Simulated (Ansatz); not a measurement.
# Run report: GeSiH$_{4}$Cl$_{4}$O, nudged elastic band

The run: nudged elastic band of GeSiH$_{4}$Cl$_{4}$O. Method and program: RHF/def2-SVP (Ansatz 0.2.0).

One setting was made poor on purpose. It belongs to a series of runs on one base structure; here: band between the two ends. Figures and captions count atoms from 1; the log counts them from 0 in places.

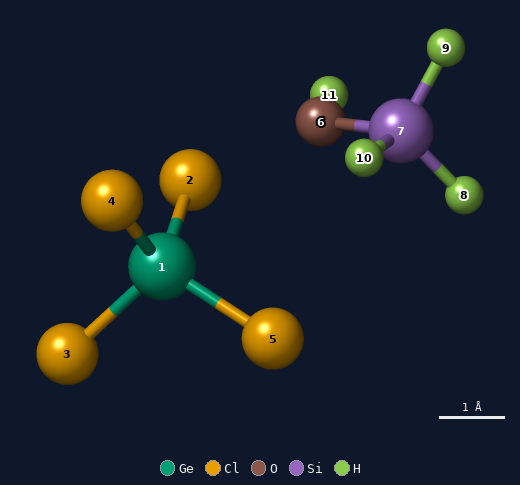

Fig. 1: The structure as given in the input (ball-and-stick view, seen at a tilt; atoms are numbered from 1 in the order of the input). Sticks mark near contacts.

Input file
```yaml
crystal:
  periodic: [false, false, false]
  atoms:
    - { symbol: Ge, position_ang: [0.768538, 0.192775, -0.11721] }
    - { symbol: Cl, position_ang: [0.656404, 0.079073, 2.005814] }
    - { symbol: Cl, position_ang: [2.821383, 0.42635, -0.640529] }
    - { symbol: Cl, position_ang: [-0.302694, 1.867291, -0.848895] }
    - { symbol: Cl, position_ang: [0.07061, -1.608174, -1.0019] }
    - { symbol: O, position_ang: [-2.529095, -0.268753, 0.913005] }
    - { symbol: Si, position_ang: [-3.808278, -1.01588, 0.172516] }
    - { symbol: H, position_ang: [-3.570018, -2.468714, 0.018058] }
    - { symbol: H, position_ang: [-5.045442, -0.835011, 0.968567] }
    - { symbol: H, position_ang: [-3.964359, -0.392243, -1.153065] }
    - { symbol: H, position_ang: [-2.36115, -0.409513, 1.831041] }
basis:
  gaussian: { orbitals: def2-SVP }
hamiltonian:
  xc: hf
neb:
  order_check: false
  images: 5
  f_tol: 0.05
  max_iterations: 60
  initial_path: linear
  final_atoms:
    - { symbol: Ge, position_ang: [-0.22916637, -0.13740301, -0.73795744] }
    - { symbol: Cl, position_ang: [-1.04806071, 0.95102787, 3.40153116] }
    - { symbol: Cl, position_ang: [1.47543459, -0.891077, 0.27105523] }
    - { symbol: Cl, position_ang: [-0.06535065, 1.96148569, -0.99102909] }
    - { symbol: Cl, position_ang: [-0.41885944, -1.07670319, -2.64022608] }
    - { symbol: O, position_ang: [-1.63314913, -0.49264178, 0.19759706] }
    - { symbol: Si, position_ang: [-3.17721593, -1.12349074, 0.08704248] }
    - { symbol: H, position_ang: [-3.0990795, -2.56329964, -0.22860628] }
    - { symbol: H, position_ang: [-3.81601279, -0.91608172, 1.39805768] }
    - { symbol: H, position_ang: [-3.92264685, -0.41587253, -0.97187658] }
    - { symbol: H, position_ang: [-1.32999422, 0.27125705, 2.36181386] }
```

Machine: 4 threads of Arm Neoverse V2, 24 GiB of memory available, shared host.

Run as:
```bash
ansatz run input.yaml --threads 4 --pin off --max-ram 5120MiB --backend cpu --events-out ev --progress --plain --runs-dir out
```

The program's output
```
Engine: ansatz 0.2.0, aarch64-unknown-linux-gnu
Functional definition: HF
  exchange = exact_x
  correlation = 0
1548 factors; integrals over basis functions are off by at most 6.0e-4 eV
mean field evaluation 1: about -116425.7057 eV, gradient 4.0e1 eV
mean field evaluation 2: about -116425.7521 eV, gradient 4.0e1 eV
mean field evaluation 4: about -116429.5303 eV, gradient 2.9e0 eV
mean field evaluation 8: about -116429.5640 eV, gradient 1.8e-4 eV
mean field -116429.56400133 eV, -4278.7075582559 hartree, gradient 1.6e-5 eV, S^2 0.000000; 0 other end points of the search recorded, 0 dependent functions left out
the calculation of the forces begins
reference -116429.56400133 eV, -4278.7075582559 hartree; 63, 63 occupied and 93, 93 virtual orbitals, 1548 factors
1552 factors; integrals over basis functions are off by at most 6.2e-4 eV
mean field evaluation 16: about -116429.4919 eV, gradient 1.1e0 eV
mean field -116429.49923130 eV, -4278.7051780011 hartree, gradient 1.2e-5 eV, S^2 0.000000; 0 other end points of the search recorded, 0 dependent functions left out
[... from here on the field's lines of each further geometry are left out, up to the last ...]
NEB iter   1: max|band force component| = 6.596e0 eV/Å  barrier→ = 6.1669 eV  barrier← = 6.1021 eV  Δτ_max = 0.2000 Å  (261 SCF iters)
NEB iter   2: max|band force component| = 4.047e0 eV/Å  barrier→ = 3.7232 eV  barrier← = 3.6585 eV  Δτ_max = 0.2000 Å  (197 SCF iters)
NEB iter   3: max|band force component| = 1.238e1 eV/Å  barrier→ = 2.6291 eV  barrier← = 2.5644 eV  Δτ_max = 0.1011 Å  (180 SCF iters)
NEB iter   4: max|band force component| = 1.734e0 eV/Å  barrier→ = 2.2193 eV  barrier← = 2.1545 eV  Δτ_max = 0.1962 Å  (170 SCF iters)
NEB iter   5: max|band force component| = 1.071e0 eV/Å  barrier→ = 1.8992 eV  barrier← = 1.8345 eV  Δτ_max = 0.1007 Å  (172 SCF iters)
NEB iter   6: max|band force component| = 1.078e0 eV/Å  barrier→ = 1.7822 eV  barrier← = 1.7174 eV  Δτ_max = 0.0503 Å  (170 SCF iters)
NEB iter   7: max|band force component| = 1.063e0 eV/Å  barrier→ = 1.6942 eV  barrier← = 1.6294 eV  Δτ_max = 0.0504 Å  (174 SCF iters)
NEB iter   8: max|band force component| = 6.900e-1 eV/Å  barrier→ = 1.5922 eV  barrier← = 1.5275 eV  Δτ_max = 0.1007 Å  (174 SCF iters)
NEB iter   9: max|band force component| = 3.300e0 eV/Å  barrier→ = 1.5745 eV  barrier← = 1.5097 eV  Δτ_max = 0.0498 Å  (170 SCF iters)
NEB iter  10: max|band force component| = 5.475e-1 eV/Å  barrier→ = 1.4391 eV  barrier← = 1.3743 eV  Δτ_max = 0.1008 Å  (175 SCF iters)
NEB iter  11: max|band force component| = 7.498e-1 eV/Å  barrier→ = 1.3164 eV  barrier← = 1.2516 eV  CI = image 3  Δτ_max = 0.1014 Å  (172 SCF iters)
NEB iter  12: max|band force component| = 6.982e-1 eV/Å  barrier→ = 1.4961 eV  barrier← = 1.4313 eV  CI = image 3  Δτ_max = 0.2000 Å  (173 SCF iters)
NEB iter  13: max|band force component| = 5.055e-1 eV/Å  barrier→ = 1.5814 eV  barrier← = 1.5166 eV  CI = image 3  Δτ_max = 0.1743 Å  (169 SCF iters)
NEB iter  14: max|band force component| = 5.946e-1 eV/Å  barrier→ = 1.4989 eV  barrier← = 1.4341 eV  CI = image 3  Δτ_max = 0.0888 Å  (167 SCF iters)
NEB iter  15: max|band force component| = 4.508e-1 eV/Å  barrier→ = 1.4806 eV  barrier← = 1.4159 eV  CI = image 3  Δτ_max = 0.1669 Å  (171 SCF iters)
NEB iter  16: max|band force component| = 3.979e-1 eV/Å  barrier→ = 1.4546 eV  barrier← = 1.3898 eV  CI = image 3  Δτ_max = 0.0745 Å  (168 SCF iters)
NEB iter  17: max|band force component| = 3.848e-1 eV/Å  barrier→ = 1.4442 eV  barrier← = 1.3794 eV  CI = image 3  Δτ_max = 0.0372 Å  (173 SCF iters)
NEB iter  18: max|band force component| = 3.156e-1 eV/Å  barrier→ = 1.4387 eV  barrier← = 1.3740 eV  CI = image 3  Δτ_max = 0.0743 Å  (176 SCF iters)
NEB iter  19: max|band force component| = 1.108e-1 eV/Å  barrier→ = 1.4312 eV  barrier← = 1.3664 eV  CI = image 3  Δτ_max = 0.0783 Å  (169 SCF iters)
NEB iter  20: max|band force component| = 1.565e-1 eV/Å  barrier→ = 1.4294 eV  barrier← = 1.3647 eV  CI = image 3  Δτ_max = 0.0392 Å  (171 SCF iters)
NEB iter  21: max|band force component| = 1.652e-1 eV/Å  barrier→ = 1.4241 eV  barrier← = 1.3593 eV  CI = image 3  Δτ_max = 0.0196 Å  (174 SCF iters)
NEB iter  22: max|band force component| = 1.460e-1 eV/Å  barrier→ = 1.4223 eV  barrier← = 1.3576 eV  CI = image 3  Δτ_max = 0.0196 Å  (176 SCF iters)
NEB iter  23: max|band force component| = 1.027e-1 eV/Å  barrier→ = 1.4208 eV  barrier← = 1.3560 eV  CI = image 3  Δτ_max = 0.0391 Å  (168 SCF iters)
NEB iter  24: max|band force component| = 5.146e-2 eV/Å  barrier→ = 1.4194 eV  barrier← = 1.3546 eV  CI = image 3  Δτ_max = 0.0392 Å  (175 SCF iters)
NEB iter  25: max|band force component| = 1.066e-1 eV/Å  barrier→ = 1.4187 eV  barrier← = 1.3539 eV  CI = image 3  Δτ_max = 0.0196 Å  (176 SCF iters)
NEB iter  26: max|band force component| = 9.038e-2 eV/Å  barrier→ = 1.4184 eV  barrier← = 1.3536 eV  CI = image 3  Δτ_max = 0.0196 Å  (177 SCF iters)
NEB iter  27: max|band force component| = 6.423e-2 eV/Å  barrier→ = 1.4182 eV  barrier← = 1.3534 eV  CI = image 3  Δτ_max = 0.0196 Å  (178 SCF iters)
NEB iter  28: max|band force component| = 3.539e-2 eV/Å  barrier→ = 1.4181 eV  barrier← = 1.3533 eV  CI = image 3  Δτ_max = 0.0101 Å  (324 SCF iters)
the calculation of the forces begins
reference -116428.14601500 eV, -4278.6554482194 hartree; 63, 63 occupied and 93, 93 virtual orbitals, 1551 factors
1551 factors; integrals over basis functions are off by at most 1.0e-3 eV
mean field -116428.14601500 eV, -4278.6554482194 hartree, gradient 6.5e-5 eV, S^2 0.000000; 1 other end points of the search recorded, 0 dependent functions left out
the calculation of the forces begins
reference -116428.14601500 eV, -4278.6554482194 hartree; 63, 63 occupied and 93, 93 virtual orbitals, 1551 factors
NEB iter  29: max|band force component| = 3.470e-2 eV/Å  barrier→ = 1.4180 eV  barrier← = 1.3532 eV  CI = image 3  Δτ_max = 0.0000 Å  (73 SCF iters)
```

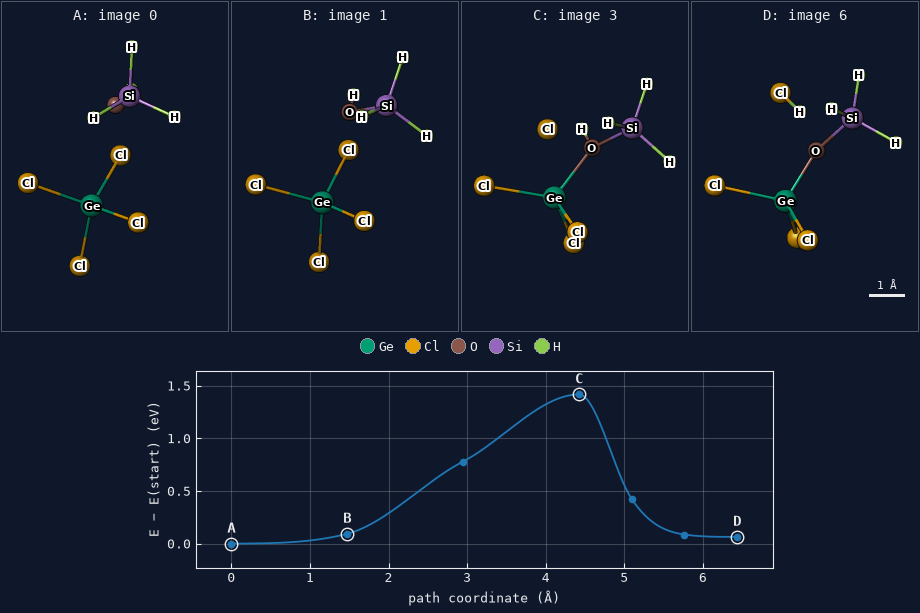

Fig. 2: Images of the last band (counted from 0; ball-and-stick, seen at a tilt) above the energy along the path; the line is a cubic interpolation that uses the forces. The highest image is number 3, 1.418 eV above the start and 1.353 eV above the end (the climbing image); the end lies 0.065 eV above the start. The path is 6.43 Å long. The band converged in 29 iterations.

```
Total energy: -116428.14601500 eV, -4278.6554482194 hartree
Atom 0 at    -0.267422     0.166768    -0.367774 Å, force     0.003800    -0.010453    -0.019273 eV/Å
Atom 1 at    -0.461389     1.195672     2.259653 Å, force     0.004953     0.002483     0.003501 eV/Å
Atom 2 at     1.557326    -0.705573     0.233530 Å, force    -0.001687     0.003854     0.004601 eV/Å
Atom 3 at    -0.294729     2.170782    -1.028848 Å, force    -0.000690    -0.004360     0.007011 eV/Å
Atom 4 at    -0.789082    -0.952101    -2.152649 Å, force    -0.003170     0.005280     0.005031 eV/Å
Atom 5 at    -1.756354    -0.379014     0.576812 Å, force    -0.005780     0.014234     0.017587 eV/Å
Atom 6 at    -3.169672    -1.352301     0.313911 Å, force     0.001759     0.000241    -0.004620 eV/Å
Atom 7 at    -2.724815    -2.717902     0.017312 Å, force     0.002398    -0.001289     0.001444 eV/Å
Atom 8 at    -3.881206    -1.261989     1.595964 Å, force    -0.000700     0.000427    -0.000222 eV/Å
Atom 9 at    -3.927216    -0.749512    -0.788289 Å, force     0.001206    -0.002200    -0.000141 eV/Å
Atom 10 at    -1.549543     0.152372     1.487779 Å, force    -0.002088    -0.008217    -0.014917 eV/Å
Dipole moment:    -0.781152    -0.676424    -0.423194 e Å
this run last wrote the band of iteration 29 to [file]; this run last wrote the band within `neb.f_tol` of iteration 28 to [file]
```

The last band as extended XYZ (Å, eV, eV/Å)
```
11
Properties=species:S:1:pos:R:3:forces:R:3 image=0 energy=-116429.56400
Ge    0.7685    0.1928   -0.1172   -0.0002   0.0002  -0.0214
Cl    0.6564    0.0791    2.0058    0.0060  -0.0026   0.0156
Cl    2.8214    0.4264   -0.6405   -0.0070   0.0021   0.0040
Cl   -0.3027    1.8673   -0.8489   -0.0010   0.0027   0.0028
Cl    0.0706   -1.6082   -1.0019    0.0034  -0.0017  -0.0006
O    -2.5291   -0.2688    0.9130   -0.0199   0.0057  -0.0235
Si   -3.8083   -1.0159    0.1725    0.0024   0.0040   0.0018
H    -3.5700   -2.4687    0.0181   -0.0019  -0.0077   0.0062
H    -5.0454   -0.8350    0.9686   -0.0022   0.0064  -0.0036
H    -3.9644   -0.3922   -1.1531    0.0041  -0.0004  -0.0068
H    -2.3611   -0.4095    1.8310    0.0163  -0.0087   0.0254
11
Properties=species:S:1:pos:R:3:forces:R:3 image=1 energy=-116429.47006
Ge    0.5498    0.2450   -0.1584    0.0757   0.0070  -0.0254
Cl    0.3217    0.0776    1.9605    0.0445  -0.0917  -0.0280
Cl    2.6444    0.0411   -0.4911    0.0950   0.0960  -0.0557
Cl   -0.1049    2.1517   -0.8104    0.0176   0.0039   0.0139
Cl   -0.3563   -1.2838   -1.3245    0.0545  -0.0489   0.0563
O    -2.5019   -0.0407    0.7024   -0.0933   0.0343   0.0142
Si   -3.6226   -1.1809    0.2590   -0.0480   0.0159   0.0108
H    -3.0154   -2.5187    0.0923   -0.0152   0.0136   0.0315
H    -4.6552   -1.2687    1.3167   -0.0686  -0.0065  -0.0182
H    -4.2134   -0.7425   -1.0172   -0.0284  -0.0273  -0.0131
H    -2.3106    0.0871    1.6181   -0.0337   0.0037   0.0137
11
Properties=species:S:1:pos:R:3:forces:R:3 image=2 energy=-116428.78406
Ge    0.0532    0.2474   -0.0999    0.0956   0.0135   0.0787
Cl    0.0944    0.6982    2.0610    0.1354  -0.0974  -0.0575
Cl    2.1104   -0.3962   -0.1787    0.1616   0.1043  -0.1303
Cl   -0.2639    2.1790   -0.9487   -0.0021   0.0026   0.0000
Cl   -0.6663   -1.0919   -1.6659    0.0317  -0.0479   0.1303
O    -2.0678   -0.2396    0.6438   -0.1165   0.0142   0.0106
Si   -3.3512   -1.2887    0.2533   -0.0183   0.0425   0.0005
H    -2.8415   -2.6443    0.0108   -0.0086   0.0005   0.0190
H    -4.1998   -1.2723    1.4616   -0.0859  -0.0080  -0.0302
H    -4.0574   -0.7451   -0.9123   -0.0454  -0.0307  -0.0359
H    -2.0742    0.1206    1.5223   -0.1476   0.0063   0.0149
11
Properties=species:S:1:pos:R:3:forces:R:3 image=3 energy=-116428.14602
Ge   -0.2674    0.1668   -0.3678    0.0038  -0.0105  -0.0193
Cl   -0.4614    1.1957    2.2597    0.0050   0.0025   0.0035
Cl    1.5573   -0.7056    0.2335   -0.0017   0.0039   0.0046
Cl   -0.2947    2.1708   -1.0288   -0.0007  -0.0044   0.0070
Cl   -0.7891   -0.9521   -2.1526   -0.0032   0.0053   0.0050
O    -1.7564   -0.3790    0.5768   -0.0058   0.0142   0.0176
Si   -3.1697   -1.3523    0.3139    0.0018   0.0002  -0.0046
H    -2.7248   -2.7179    0.0173    0.0024  -0.0013   0.0014
H    -3.8812   -1.2620    1.5960   -0.0007   0.0004  -0.0002
H    -3.9272   -0.7495   -0.7883    0.0012  -0.0022  -0.0001
H    -1.5495    0.1524    1.4878   -0.0021  -0.0082  -0.0149
11
Properties=species:S:1:pos:R:3:forces:R:3 image=4 energy=-116429.13767
Ge   -0.3658    0.0439   -0.5694   -0.1490  -0.2413  -0.3234
Cl   -0.5731    1.2516    2.4642   -0.2117   0.0380   0.4107
Cl    1.4934   -0.6249    0.1989   -0.1294   0.0409  -0.0096
Cl   -0.3618    2.1144   -1.0256   -0.0157  -0.1124   0.0629
Cl   -0.7602   -1.0248   -2.3681    0.0883  -0.1069  -0.3712
O    -1.7221   -0.4279    0.4248    0.0409  -0.0940  -0.2739
Si   -3.1173   -1.3625    0.3114    0.0757   0.0310  -0.0507
H    -2.7290   -2.7554    0.0335   -0.0557  -0.0373  -0.0184
H    -3.8080   -1.2671    1.6129    0.0738   0.0335  -0.0327
H    -3.9618   -0.8124   -0.7627   -0.0499  -0.0497  -0.0152
H    -1.3583    0.4324    1.8274    0.3327   0.4984   0.6215
11
Properties=species:S:1:pos:R:3:forces:R:3 image=5 energy=-116429.47674
Ge   -0.4083   -0.0286   -0.7789    0.0011  -0.0199  -0.0324
Cl   -0.6388    1.4171    2.8315   -0.0158   0.0264   0.0827
Cl    1.4481   -0.5935    0.0713   -0.0090  -0.0129  -0.0158
Cl   -0.4586    2.0586   -1.1393   -0.0075  -0.0124  -0.0183
Cl   -0.7102   -1.0818   -2.6068    0.0182  -0.0020  -0.0454
O    -1.6940   -0.4658    0.2891    0.0130   0.0011  -0.0138
Si   -3.0856   -1.3936    0.3310   -0.0058  -0.0044  -0.0076
H    -2.7401   -2.8054    0.0783   -0.0100  -0.0062  -0.0032
H    -3.6653   -1.2381    1.6771    0.0164   0.0135   0.0002
H    -4.0267   -0.9070   -0.6960   -0.0077  -0.0116   0.0000
H    -1.2845    0.6053    2.0901    0.0073   0.0284   0.0536
11
Properties=species:S:1:pos:R:3:forces:R:3 image=6 energy=-116429.49923
Ge   -0.4036   -0.0621   -0.9283   -0.0105  -0.0029   0.0095
Cl   -0.9231    1.4148    3.1386   -0.0026  -0.0084  -0.0072
Cl    1.5034   -0.4160   -0.0741    0.0017   0.0005   0.0020
Cl   -0.6160    1.9875   -1.4286    0.0008  -0.0002  -0.0047
Cl   -0.6475   -1.2559   -2.6753   -0.0013   0.0006  -0.0031
O    -1.6169   -0.5001    0.2157    0.0113   0.0046  -0.0010
Si   -3.0389   -1.3638    0.3772    0.0052  -0.0148  -0.0022
H    -2.7611   -2.8042    0.2135   -0.0009   0.0101   0.0003
H    -3.5528   -1.0875    1.7298   -0.0006   0.0018   0.0059
H    -4.0039   -0.9179   -0.6463   -0.0046   0.0025  -0.0059
H    -1.2038    0.5725    2.2252    0.0015   0.0063   0.0064
```

Key numbers

- outcome: converged
- barrier, forward: 1.418 eV
- barrier, backward: 1.353 eV
- wall time: 6.4 min (CPU time 24 min)
- peak memory: 0.4 GiB

Notes

A deliberately poor setting: straight start. The order of the saddle point was not checked.
